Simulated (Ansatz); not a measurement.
## AlN$_{2}$H$_{7}$O: single-point calculation

The run: single-point calculation of AlN$_{2}$H$_{7}$O. Method and program: RKS PBE0-D4/def2-TZVPP (Ansatz 0.2.0).

The geometry is the product side of a reaction. The reaction was set up to form Al1–H6 and O2–H5 and to break Al1–O2 and H5–H6 (atoms counted from 1 in the order of the input); sticks are drawn by distance alone. The geometry comes from this level: PBE0-D4/def2-TZVP.

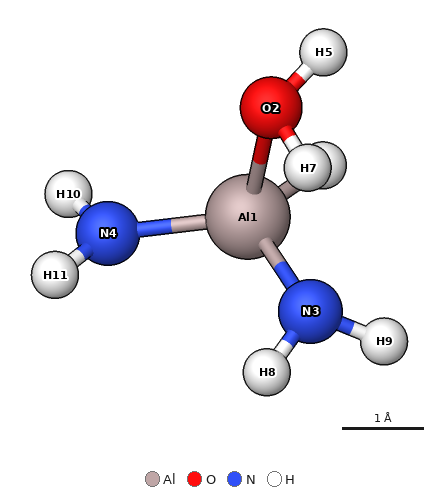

The structure as given in the input (ball-and-stick view, seen at a tilt; atoms are numbered from 1 in the order of the input). Sticks mark near contacts.

**Key numbers**

```csv
quantity,value
outcome,converged
total energy,−11734.4981 eV
mean-field energy,−11734.3496 eV
dispersion energy,−0.1485 eV
SCF solution under orbital rotations,stable
HOMO,−6.50 eV
LUMO,0.45 eV
hardware,"4 threads of Intel Xeon @ 2.50GHz, 180 GiB of memory available, shared host"
wall time,4.1 s (CPU time 14 s)
peak memory,0.48 GiB
```

**Input file**
```yaml
crystal:
  periodic: [false, false, false]
  atoms:
    - {symbol: Al, position_ang: [-0.541328, -0.161306, -0.075555]}
    - {symbol: O, position_ang: [0.294370, 1.683029, -0.246494]}
    - {symbol: N, position_ang: [1.010573, -0.719893, -0.902551]}
    - {symbol: N, position_ang: [-0.762064, -0.601375, 1.635985]}
    - {symbol: H, position_ang: [-0.151554, 2.284087, -0.851602]}
    - {symbol: H, position_ang: [-1.832431, 0.047080, -0.987414]}
    - {symbol: H, position_ang: [1.018606, 1.216034, -0.736424]}
    - {symbol: H, position_ang: [1.676560, -1.292705, -0.402814]}
    - {symbol: H, position_ang: [0.949456, -1.084986, -1.843066]}
    - {symbol: H, position_ang: [-1.623295, -0.472089, 2.140256]}
    - {symbol: H, position_ang: [-0.038895, -0.897975, 2.269679]}
basis:
  gaussian: {orbitals: def2-TZVPP}
hamiltonian: {xc: pbe0, dispersion: d4}
output: {orbitals: {seedname: orbitals}}
```

Launch command:
```bash
ansatz run in.yaml --threads 4 --pin off --events-out ev --progress --plain --max-ram 9574MiB
```

**The program's output**
```
Functional definition: PBE0
  name "PBE0"
  cite "Adamo & Barone, J. Chem. Phys. 110, 6158 (1999) doi:10.1063/1.478522"
  cite "Perdew, Burke & Ernzerhof, Phys. Rev. Lett. 77, 3865 (1996) doi:10.1103/PhysRevLett.77.3865"
  parent pbe
  parameter a = 0.25
  parameter kappa = 0.804
  parameter beta = 0.06672455060314922
  exchange = (1 - a)*pbe_x(kappa = kappa, mu = beta*pi^2/3) + a*exact_x
  correlation = pbe_c(beta = beta)
1174 factors; their error is unknown
mean field evaluation 1: about -11718.7316 eV, gradient 9.4e1 eV
mean field evaluation 2: about -11698.4636 eV, gradient 1.3e2 eV
mean field evaluation 4: about -11734.2640 eV, gradient 6.3e0 eV
mean field evaluation 8: about -11734.3288 eV, gradient 3.0e-2 eV
mean field evaluation 16: about -11734.3496 eV, gradient 1.8e-5 eV
mean field -11734.34955919 eV, -431.2293924725 hartree, gradient 1.8e-5 eV, S^2 0.000000; 0 other end points of the search recorded, 0 dependent functions left out
reference -11734.34959194 eV, -431.2293936759 hartree; 21, 21 occupied and 212, 212 virtual orbitals, 1174 factors
Total energy: -11734.49809894 eV, -431.2348512076 hartree
```

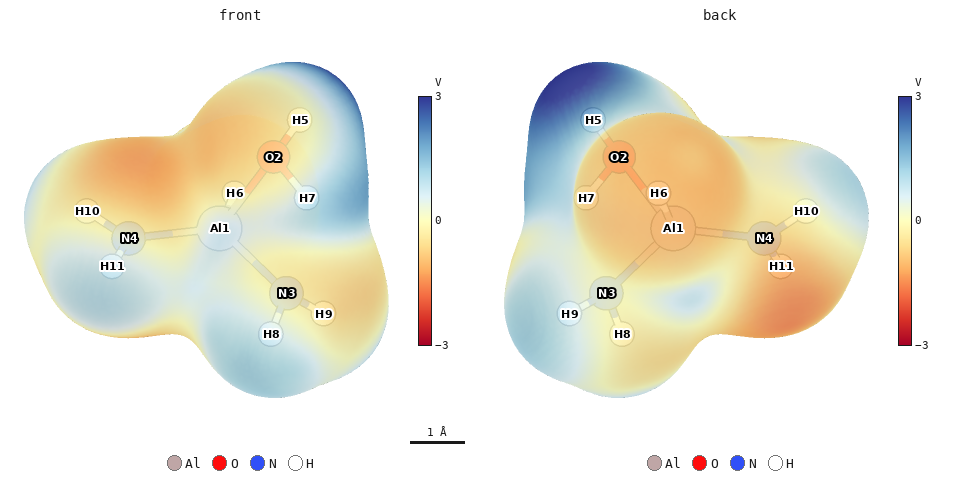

The electrostatic potential painted on the density surface at 0.002 e/bohr³, seen face on and from behind; the colour scale runs from red (negative) to blue (positive).

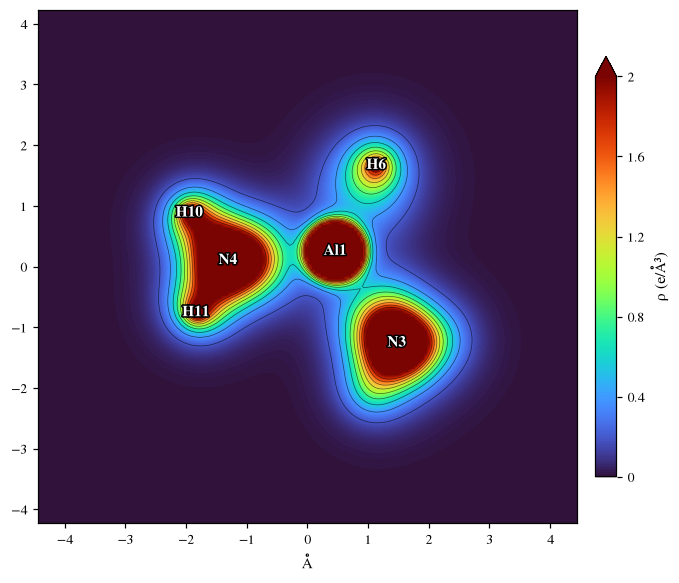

Total electron density on the plane of atoms H10, N4 and H11. Al–N (1.78 Å): ρ is about 0.84 e/Å³ halfway. Al–N (1.85 Å): ρ at the midpoint is about 0.76 e/Å³. N–H (1.01 Å): ρ is about 2.9 e/Å³ halfway, with its minimum of 2.3 e/Å³ about 0.8 Å from N. Al–H (1.59 Å): ρ is about 0.54 e/Å³ halfway.

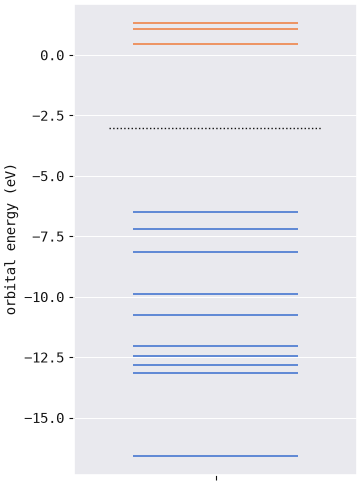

Orbital energies near the frontier; the dotted line parts filled from empty levels, and levels within 0.02 eV of each other stand side by side. Highest filled −6.50 eV, lowest empty 0.45 eV, 6.95 eV apart.
